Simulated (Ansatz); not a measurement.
# Calculations on SiBF₇

## 1. Relaxation

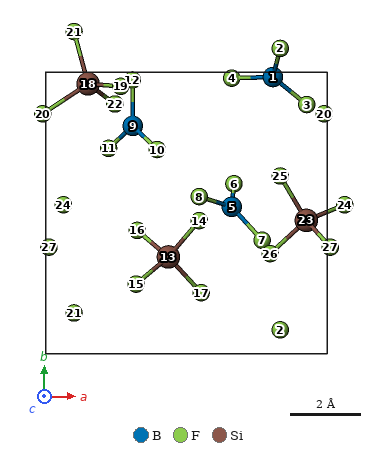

An amorphous cell of composition SiBF7, before the relaxation. A ball-and-stick model of the cell of the calculation, seen along the c axis.

The cell holds 3 BF3 + 3 SiF4. The run prepares the start of a later molecular dynamics calculation, from a guessed geometry.

Computed with Ansatz 0.2.0, DFT PBE, scalar-relativistic, plane waves, PAW.

Input
```yaml
accuracy: low
crystal:
  lattice:
    - [8.08248, 0.0, 0.0]
    - [0.0, 8.08248, 0.0]
    - [0.0, 0.0, 8.08248]
  atoms:
    - { symbol: B, position: [0.8073762, 0.9831073, 0.5019843] }
    - { symbol: F, position: [0.833524, 1.084777, 0.6273754] }
    - { symbol: F, position: [0.9275558, 0.8854035, 0.4495038] }
    - { symbol: F, position: [0.661049, 0.9791415, 0.4290736] }
    - { symbol: B, position: [0.6611821, 0.5218138, 0.5409907] }
    - { symbol: F, position: [0.6688221, 0.6038783, 0.3997448] }
    - { symbol: F, position: [0.7692162, 0.4031784, 0.5725761] }
    - { symbol: F, position: [0.5455081, 0.5583848, 0.6506513] }
    - { symbol: B, position: [0.3092914, 0.8093652, 0.3094163] }
    - { symbol: F, position: [0.396201, 0.7255909, 0.4197429] }
    - { symbol: F, position: [0.2234231, 0.729652, 0.1953295] }
    - { symbol: F, position: [0.30825, 0.9728526, 0.3131766] }
    - { symbol: Si, position: [0.4359928, 0.3437908, 0.0055245] }
    - { symbol: F, position: [0.5454869, 0.4728568, 0.1035902] }
    - { symbol: F, position: [0.3209789, 0.2472753, 0.1309057] }
    - { symbol: F, position: [0.3252051, 0.4382302, -0.1251322] }
    - { symbol: F, position: [0.5523003, 0.2168009, -0.0872657] }
    - { symbol: Si, position: [0.1505284, 0.9587296, 0.7856012] }
    - { symbol: F, position: [0.26641, 0.9501281, 0.9429586] }
    - { symbol: F, position: [-0.0107136, 0.8526733, 0.817491] }
    - { symbol: F, position: [0.1005374, 1.1447507, 0.7515289] }
    - { symbol: F, position: [0.2458798, 0.8873663, 0.6304262] }
    - { symbol: Si, position: [0.9261865, 0.4737409, 0.0294335] }
    - { symbol: F, position: [1.0624665, 0.5293121, -0.099421] }
    - { symbol: F, position: [0.8332748, 0.6315428, 0.0982076] }
    - { symbol: F, position: [0.7975601, 0.3555455, -0.0585948] }
    - { symbol: F, position: [1.0114445, 0.3785633, 0.1775421] }
basis:
  ecutwfc: 420.0
kpoints:
  mp_grid: { grid: [1, 1, 1] }
hamiltonian:
  xc: pbe
scf:
  occupations: { method: fermi_dirac, width: 0.02 }
  lower_state_search: "off"
relax:
  f_tol: 0.3
  max_steps: 15
  adjacent_minimum: "off"
```

Command:
```bash
ansatz run input.yaml --threads 1 --pin off --max-ram 3072MiB --backend cpu --events-out ev --progress --plain --runs-dir out
```

What does the optimiser find from here?

Answer. After 11 accepted moves (13 points after the start) the energy has fallen by 49.6 meV per atom. Largest force component: 1 eV/Å at the start, 0.13 eV/Å at the end. The line search rejected the trial step at point 7 of the run. 1 step only repeated the SCF at the same geometry. The forces were under the threshold at step 8, but the run went on from there. The atom that moves furthest is F3 (1.53 Å roughly along [0 2 −1]). By element the largest moves are F 1.53 Å, B 0.87 Å, Si 0.51 Å. The cell stays as it was. Near-neighbour distances that change, for instance: Si13–F17 1.581 → 1.573 Å, B5–F6 1.322 → 1.326 Å.

The structure at the end:

```
CELL_PARAMETERS angstrom
8.08248 0.00000 0.00000
0.00000 8.08248 0.00000
0.00000 0.00000 8.08248
ATOMIC_POSITIONS crystal
B 0.80406 0.05318 0.42070
F 0.78339 0.04200 0.58293
F 0.95451 0.04824 0.35682
F 0.67342 0.06665 0.32291
B 0.73281 0.56945 0.55249
F 0.78985 0.67818 0.44363
F 0.75273 0.40881 0.52622
F 0.66057 0.62302 0.68894
B 0.29819 0.78149 0.32904
F 0.41244 0.68213 0.39286
F 0.16316 0.71635 0.26297
F 0.32063 0.94308 0.32961
Si 0.43097 0.28381 0.02441
F 0.52876 0.36967 0.17045
F 0.25382 0.23329 0.08931
F 0.41192 0.41070 0.87771
F 0.52580 0.12526 0.96340
Si 0.13773 0.92841 0.79740
F 0.27859 0.86523 0.91641
F 0.96507 0.92297 0.88688
F 0.17842 0.11145 0.74310
F 0.13196 0.81268 0.63923
Si 0.89714 0.49318 0.04076
F 0.05506 0.55519 0.94349
F 0.77903 0.64397 0.07488
F 0.80618 0.36196 0.92788
F 0.94873 0.40808 0.20794
```

After the run, drawn alike:

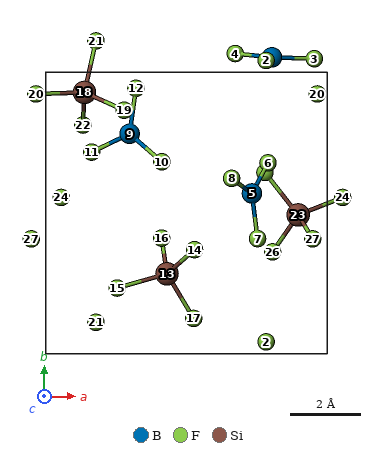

Limits of the set-up: the program's low-accuracy preset was used; the periodic images lie only 8.1 Å apart, so the values are limited by the cell's size.

## 2. Dynamics

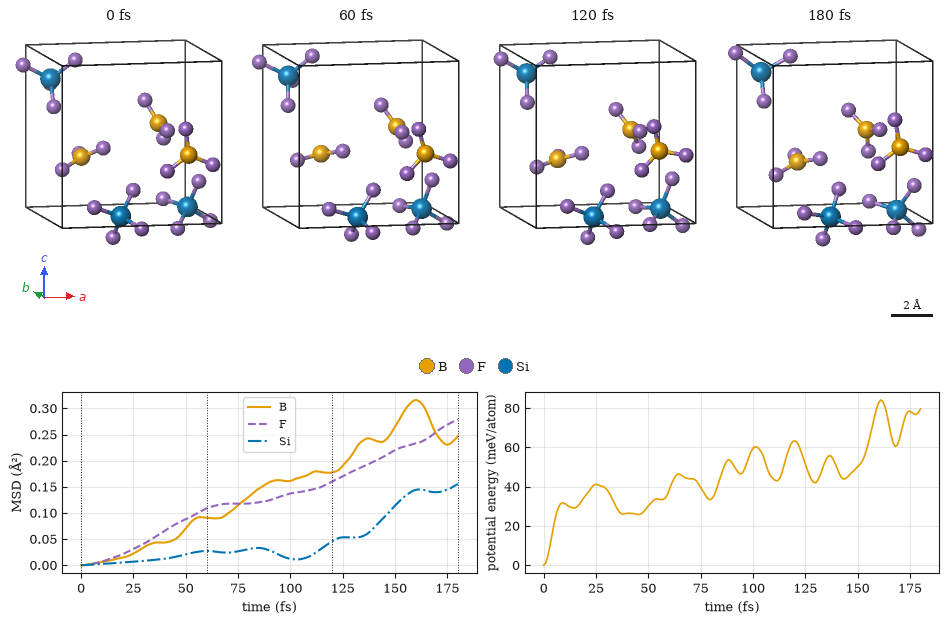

Molecular dynamics of a periodic cell with 3 BF3 + 3 SiF4 at 1.622 g/cm³, 180 fs long. Frames and the history of the run. A ball-and-stick model of the simulation cell, seen slightly off an axis.

Method: DFT PBE, scalar-relativistic, plane waves, PAW (Ansatz). Run with plane-wave cutoff 420 eV; k-point mesh 1 × 1 × 1; Fermi-Dirac smearing 0.02 eV; low-accuracy preset; Langevin thermostat (NVT); set temperature 700 K; time step 1 fs; friction 0.02 per fs.

### What do the frames and curves show?

In the second half of the run the atoms are, in the root-mean-square, this far from where they began (common drift taken out): B 0.47 Å, F 0.44 Å, Si 0.28 Å. The heavy atoms stay within a fraction of a molecule's size of their starting places; so short a run doesn't tell a liquid from a solid. The mean temperature in the second half is 624 K (standard deviation 71 K). The potential energy in the second half lies on average 57.5 meV per atom above the first frame.

Limits of the set-up: the program's low-accuracy preset was used; the periodic images lie only 8.1 Å apart, so the values are limited by the cell's size.

The run took 11 min on 1 thread of Arm Neoverse V1, with other jobs on the host, peak memory 0.54 GiB.

## 3. Dynamics

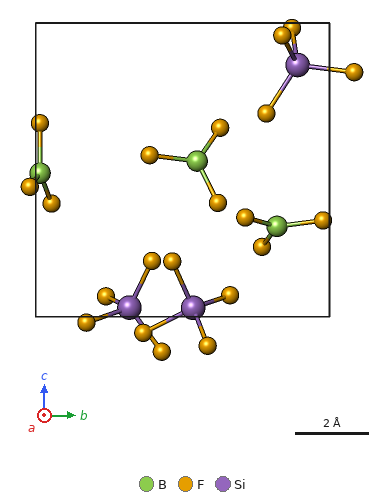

Starting frame of a dynamics run of a periodic cell with 3 BF3 + 3 SiF4 at 1.622 g/cm³. It starts from the last geometry of an earlier run, with fresh velocities. Style: ball-and-stick. Shown: the simulation cell, along the a axis.

The calculation used DFT PBE, scalar-relativistic, plane waves, PAW in Ansatz 0.2.0.

Input
```yaml
accuracy: low
crystal:
  lattice:
    - [8.08248, 0.0, 0.0]
    - [0.0, 8.08248, 0.0]
    - [0.0, 0.0, 8.08248]
  atoms:
    - { symbol: B, position: [0.76805535, 1.0110806, 0.4847165] }
    - { symbol: F, position: [0.73425625, 1.01045437, 0.65480255] }
    - { symbol: F, position: [0.91890326, 0.97603145, 0.43821295] }
    - { symbol: F, position: [0.6388992, 1.05021668, 0.38129394] }
    - { symbol: B, position: [0.67857455, 0.54587411, 0.52572551] }
    - { symbol: F, position: [0.70662313, 0.6162801, 0.38346157] }
    - { symbol: F, position: [0.72546197, 0.38394227, 0.54589296] }
    - { symbol: F, position: [0.58413941, 0.62393583, 0.63915061] }
    - { symbol: B, position: [0.30891057, 0.81750907, 0.30366332] }
    - { symbol: F, position: [0.42646956, 0.70948613, 0.33389658] }
    - { symbol: F, position: [0.16249668, 0.76635037, 0.23391828] }
    - { symbol: F, position: [0.3280583, 0.97416095, 0.3239116] }
    - { symbol: Si, position: [0.40084564, 0.3151295, 0.02717612] }
    - { symbol: F, position: [0.46987839, 0.39197074, 0.18609616] }
    - { symbol: F, position: [0.21917507, 0.2353071, 0.0655614] }
    - { symbol: F, position: [0.37739426, 0.42533793, -0.12307602] }
    - { symbol: F, position: [0.52503182, 0.16863969, -0.02398662] }
    - { symbol: Si, position: [0.09626249, 0.88761802, 0.85286585] }
    - { symbol: F, position: [0.26732218, 0.83545994, 0.95353265] }
    - { symbol: F, position: [-0.06814399, 0.86858565, 0.97894521] }
    - { symbol: F, position: [0.12169227, 1.08022284, 0.82840692] }
    - { symbol: F, position: [0.09073523, 0.78132797, 0.68786105] }
    - { symbol: Si, position: [0.86513391, 0.53201014, 0.02645364] }
    - { symbol: F, position: [1.01471165, 0.58144758, -0.10282949] }
    - { symbol: F, position: [0.7228671, 0.65778882, 0.06912297] }
    - { symbol: F, position: [0.80602863, 0.36224106, -0.0587664] }
    - { symbol: F, position: [0.95850761, 0.46096875, 0.18441399] }
basis:
  ecutwfc: 420.0
kpoints:
  mp_grid: { grid: [1, 1, 1] }
hamiltonian:
  xc: pbe
scf:
  occupations: { method: fermi_dirac, width: 0.002 }
  lower_state_search: "off"
md:
  timestep: 1.5
  n_steps: 200
  ensemble: nvt_nose_hoover
  temperature: 700.0
  initial_velocities: maxwell_boltzmann
  seed: 321197
  nose_hoover: { tau: 200.0, chain_length: 3 }
```

Run as
```bash
ansatz run input.yaml --threads 1 --pin off --max-ram 3072MiB --backend cpu --events-out ev --progress --plain --runs-dir out
```

What does the trajectory do?

Answer. The mean temperature in the second half is 694 K (standard deviation 72 K). The potential energy in the second half lies on average 4.4 meV per atom below the first frame. Root-mean-square distances from the starting positions over the second half, with the common drift of all atoms taken out: F 1.11 Å, B 0.95 Å, Si 0.93 Å. The molecules turn and drift from their places.

Along the run (each row but the first and the last is the mean over the interval that it begins):

```
time (fs)  potential energy (meV/atom)  T (K)
      0.0                          0.0    700
     30.0                         -4.6    738
     60.0                         -8.5    767
     90.0                         -2.3    712
    120.0                         -2.9    711
    150.0                         -0.6    686
    180.0                         -7.5    733
    210.0                        -10.8    747
    240.0                          2.8    625
    270.0                         -5.9    679
    300.0                         -4.7    660
```

The paths of the atoms:

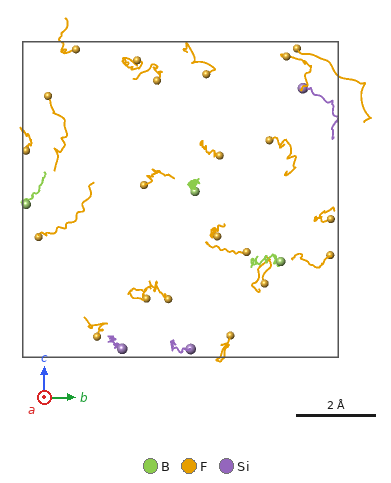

Limits of the set-up: the program's low-accuracy preset was used; the periodic images lie only 8.1 Å apart, so the values are limited by the cell's size.

Cost: 12 min on 1 thread of Arm Neoverse V1 (shared host), peak memory 0.55 GiB.
